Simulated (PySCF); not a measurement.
C7H9F2 (doublet)

The calculation's input:

```
{"job": {"kind": "epr", "basis": "pcH-1"}, "charge": 0, "multiplicity": 2}
C      2.423891    -0.251349    -0.867504
C      1.352465    -0.895642     0.002188
C      0.099519    -0.110661     0.099648
C     -0.240088     1.098154    -0.479956
C     -1.527906     1.471846    -0.177278
C     -2.189082     0.431575     0.667991
F     -3.280414    -0.125861     0.031777
C     -1.072744    -0.623475     0.894453
F     -1.463360    -1.877049     0.477232
H      2.063390    -0.118292    -1.884348
H      2.708637     0.719176    -0.468377
H      3.308765    -0.882390    -0.896451
H      1.102559    -1.889769    -0.388230
H      1.746396    -1.060233     1.013153
H      0.422268     1.681574    -1.093674
H     -2.046892     2.345389    -0.519140
H     -2.581559     0.828717     1.614564
H     -0.834603    -0.735392     1.962296
```

Launched as:

```sh
OMP_NUM_THREADS=1 python probes_run.py task.json out
```

Geometry: GFN2-xTB.

Theory: UKS B3LYP, pcH-1 on C F H, non-relativistic, mean-field spin-orbit, GIAO (PySCF).

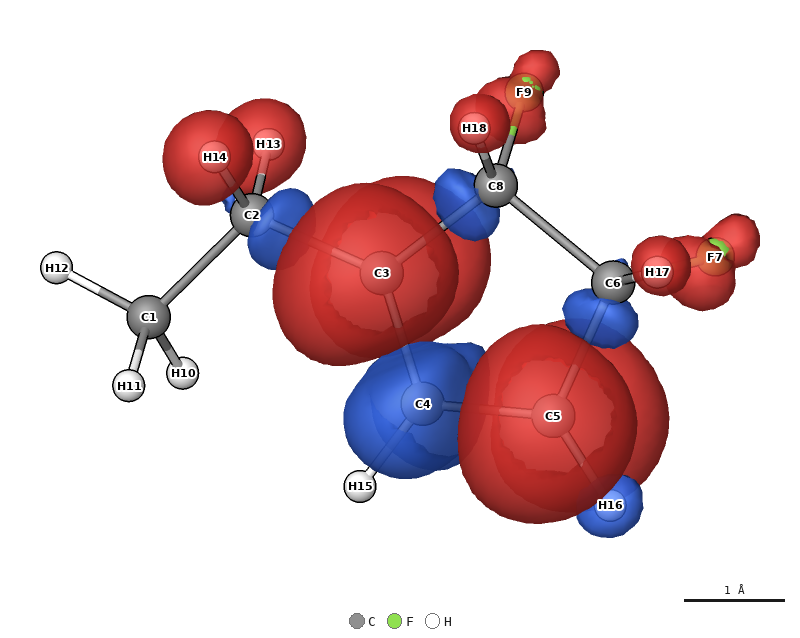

Figure 1. Isosurfaces of the spin density at +0.015 (red) and −0.015 e/Å³ (blue), seen at a tilt.

Question: Where is the unpaired spin?

Answer: The unpaired spin (1 electron) lies mostly on C5 (about 0.4) and C3 (about 0.4), in electrons by Hirshfeld's partition.

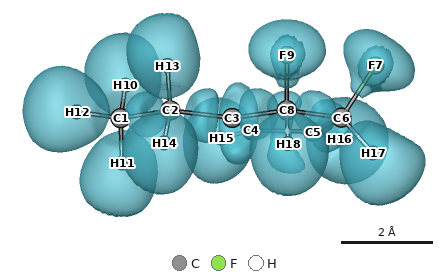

Figure 2. Isosurface of the electron localisation function at 0.75 (cyan), seen from one side. Only the valence region is drawn (cores and ρ < 0.01 e/Å³ removed).

Question: Where are the electrons localised?

Answer: The surface consists of seven regions between bonded C–C atoms (shared pairs), nine regions around hydrogen nuclei and two regions on F in which the atom's valence shell and bonds are merged.


C–C (1.37 Å): the ELF peaks at about 0.95 between the atoms (a covalent bond). C–F (1.38 Å): the ELF peaks at about 0.85 between the atoms (a polar covalent bond).

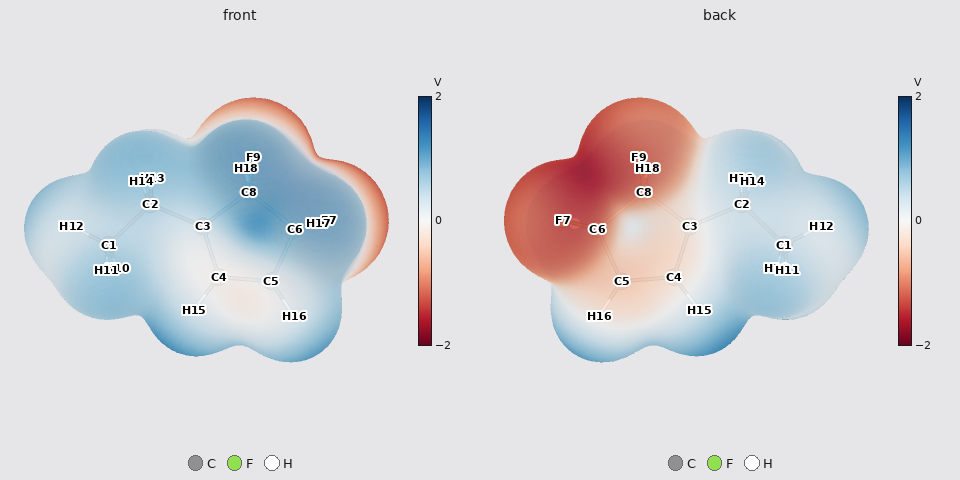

Figure 3. The electrostatic potential painted on the density surface at 0.002 e/bohr³, seen from the front and from behind; red is negative and blue positive.

Question: Where is the surface potential most negative and most positive?

Answer: The most negative region (about −1.6 V) lies over F7 and F9, the most positive (about +1.2 V) over C6, C8 and H15.
